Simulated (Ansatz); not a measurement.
**[BH2F2]− (SMILES F[BH2-]F): levels of theory compared**

Aim: a comparison of 6 runs (SVWN5/STO-3G, r2SCAN0/STO-3G, wB97M-V/STO-3G, MP2/STO-3G, BCCD(T)/STO-3G, CCSD(T)/STO-3G) of [BH2F2]−. 

The results are computed with Ansatz 0.2.0.

2 further runs of the same task are left out: 1 that didn't finish, 1 set aside as unsound or not needed.

### Step 1. Starting point

The species is [BH2F2]− (5 atoms), meant as a singlet with charge -1. As SMILES, `F[BH2-]F`. The H4–B2 distance was set to 2.451 Å, away from the relaxed value. At this shape a bond of the SMILES string is far longer than usual.

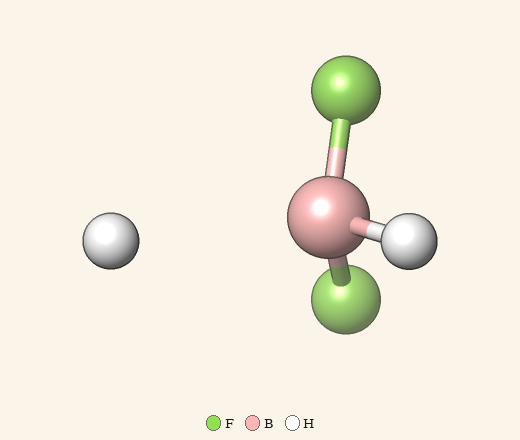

Viewed from a chosen angle; fluorine green, boron pink, hydrogen white.

### Step 2. A single-point energy at SVWN5/STO-3G (run 1)

input.yaml reads:

```yaml
crystal:
  periodic: [false, false, false]
  atoms:
    - {symbol: F, position_ang: [-0.971498, 1.198839, 1.446001]}
    - {symbol: B, position_ang: [0.239002, 0.588609, 1.006731]}
    - {symbol: F, position_ang: [0.613052, -0.372991, 1.989491]}
    - {symbol: H, position_ang: [-0.171950, -0.560090, -1.118950]}
    - {symbol: H, position_ang: [1.113282, 1.442989, 0.928011]}
basis:
  gaussian: {orbitals: STO-3G}
total_charge: -1
hamiltonian: {xc: {name: SVWN5}}
accuracy: high
```

Run with:

```bash
ansatz run input.yaml --threads 1 --pin off --max-ram 2610MiB --events-out events.jsonl --progress --plain --runs-dir runs
```

The program printed:

```text
Warning: RAYON_NUM_THREADS=1 ignored (pool sized by the plan → 1); use --threads N
Functional definition: SVWN5
  name "SVWN5"
  exchange = slater_x
  correlation = vwn5_c
297 factors; integrals over basis functions are off by at most 3.2e-8 eV
mean field evaluation 1: about -5997.3604 eV, gradient 4.2e1 eV
mean field evaluation 2: about -5984.0604 eV, gradient 3.9e1 eV
mean field evaluation 4: about -6005.4020 eV, gradient 1.3e1 eV
mean field evaluation 8: about -6006.2999 eV, gradient 7.4e-1 eV
mean field evaluation 16: about -6006.2292 eV, gradient 3.4e-4 eV
mean field -6006.22918742 eV, -220.7248514694 hartree, gradient 8.8e-9 eV, S^2 0.000000; 0 other end points of the search recorded, 0 dependent functions left out
reference -6006.22918890 eV, -220.7248515237 hartree; 13, 13 occupied and 4, 4 virtual orbitals, 297 factors
Total energy: -6006.22918890 eV, -220.7248515237 hartree
```

It took 0.62 s on 1 thread of Arm Neoverse V1, shared host.

### Step 3. The energy at r2SCAN0/STO-3G (run 2)

in.yaml reads:

```yaml
crystal:
  periodic: [false, false, false]
  atoms:
    - symbol: F
      position_ang: [-0.971498, 1.198839, 1.446001]
    - symbol: B
      position_ang: [0.239002, 0.588609, 1.006731]
    - symbol: F
      position_ang: [0.613052, -0.372991, 1.989491]
    - symbol: H
      position_ang: [-0.171950, -0.560090, -1.118950]
    - symbol: H
      position_ang: [1.113282, 1.442989, 0.928011]
basis:
  gaussian: {orbitals: STO-3G}
accuracy: high
total_charge: -1
hamiltonian: {xc: {name: r2SCAN0}}
```

Run with:

```bash
ansatz run in.yaml --threads 1 --pin off --max-ram 2610MiB --events-out events.jsonl --progress --plain --runs-dir runs
```

The program printed:

```text
Warning: RAYON_NUM_THREADS=1 ignored (pool sized by the plan → 1); use --threads N
Functional definition: r2SCAN0
  name "r2SCAN0"
  parameter a = 0.25
  parameter k0 = 0.174
  parameter k1 = 0.065
  parameter a1 = 4.9479
  exchange = (1 - a)*r2scan_x(k0 = k0, k1 = k1, a1 = a1) + a*exact_x
  correlation = r2scan_c
297 factors; integrals over basis functions are off by at most 3.2e-8 eV
mean field evaluation 1: about -6044.3100 eV, gradient 1.7e1 eV
mean field evaluation 2: about -6032.7286 eV, gradient 3.4e1 eV
mean field evaluation 4: about -6047.8773 eV, gradient 1.3e0 eV
mean field evaluation 8: about -6047.8450 eV, gradient 2.4e-1 eV
mean field evaluation 16: about -6047.8453 eV, gradient 7.8e-7 eV
mean field -6047.84534432 eV, -222.2542170269 hartree, gradient 4.7e-8 eV, S^2 0.000000; 0 other end points of the search recorded, 0 dependent functions left out
reference -6047.84534459 eV, -222.2542170368 hartree; 13, 13 occupied and 4, 4 virtual orbitals, 297 factors
Total energy: -6047.84534459 eV, -222.2542170368 hartree
```

Wall time 2.2 s (1 thread of Arm Neoverse V1, shared host); peak memory 0.13 GiB.

Runs 3 to 5 aren't shown in full; the table further down has their settings and results.

### Step 4. A single-point energy at CCSD(T)/STO-3G (run 6)

molecule.yaml reads:

```yaml
crystal:
  periodic: [false, false, false]
  atoms:
    - {symbol: F, position_ang: [-0.971498, 1.198839, 1.446001]}
    - {symbol: B, position_ang: [0.239002, 0.588609, 1.006731]}
    - {symbol: F, position_ang: [0.613052, -0.372991, 1.989491]}
    - {symbol: H, position_ang: [-0.171950, -0.560090, -1.118950]}
    - {symbol: H, position_ang: [1.113282, 1.442989, 0.928011]}
basis:
  gaussian: {orbitals: STO-3G}
total_charge: -1
correlation: {method: ccsd_t, frozen_orbitals: {B: 1, F: 1, H: 0}}
accuracy: high
scf: {omitted_lower_state_checks: [cluster_reference, increment]}
```

Run with:

```bash
ansatz run molecule.yaml --threads 1 --pin off --max-ram 2610MiB --events-out events.jsonl --progress --plain --runs-dir runs
```

The program printed, shortened:

```text
Warning: RAYON_NUM_THREADS=1 ignored (pool sized by the plan → 1); use --threads N
Functional definition: HF
  name "HF"
[...]
297 factors; integrals over basis functions are off by at most 3.2e-8 eV
[...]
mean field -6023.24270419 eV, -221.3500866784 hartree, gradient 1.8e-8 eV, S^2 0.000000; 0 other end points of the search recorded, 0 dependent functions left out; unrestricted orbitals would lower it
3 core orbitals not correlated: weight in the atoms' cores, before any rotation towards them, 1.000 or more for the frozen orbitals, at most 0.000 for the correlated occupied ones
reference -6023.24270419 eV, -221.3500866784 hartree; 10, 10 occupied and 4, 4 virtual orbitals, 297 factors
second order -2.65965895 eV of doubles, -0.00000000 eV of singles
cycle   1  -2.94496972 eV  change   -3.7e-1 eV  update   1.2e-1
[...]
cycle  21  -3.48011238 eV  change   6.1e-11 eV  update  2.7e-10
perturbative correction -0.15770012 eV, -0.0057953725 hartree
WARN: these amplitudes may be one of several solutions (largest doubles amplitude 0.31, level shift 0.66 eV)
Total energy: -6026.88051669 eV, -221.4837738219 hartree
Checks for a lower state left out: cluster_reference, increment
```

It took 0.14 s on 1 thread of Arm Neoverse V1, shared host.

### Step 5. The series

```csv
run,level,frozen core orbitals,energy (Eh),wall time
1,SVWN5/STO-3G,–,-220.724852,0.62 s
2,r2SCAN0/STO-3G,–,-222.254217,2.2 s
3,wB97M-V/STO-3G,–,-222.323760,15 s
4,MP2/STO-3G,3,-221.447827,0.1 s
5,BCCD(T)/STO-3G,3,-221.483563,0.18 s
6,CCSD(T)/STO-3G,3,-221.483774,0.14 s
```

### Step 6. Results

| quantity | value |
| --- | --- |
| run 6: total energy | -221.48377 Eh |
| run 6: correlation energy (3 core orbitals frozen) | -133.7 mEh |
| run 6: (T) correction | -5.80 mEh |
| run 6: T1 diagnostic | 0.034 |

In words: Totals of different functionals can't be ranked against each other. In run 6 the T1 diagnostic is large, so a single reference may not serve. In runs 4, 5, 6 the log says that unrestricted orbitals would lower the reference, so the values rest on an unstable closed-shell determinant (other closed-shell runs at this shape may share the fault). In runs 1, 2, 3, 4, 5, 6 the basis is minimal, so the values are rough. All runs together took 18 s, the longest 15 s.
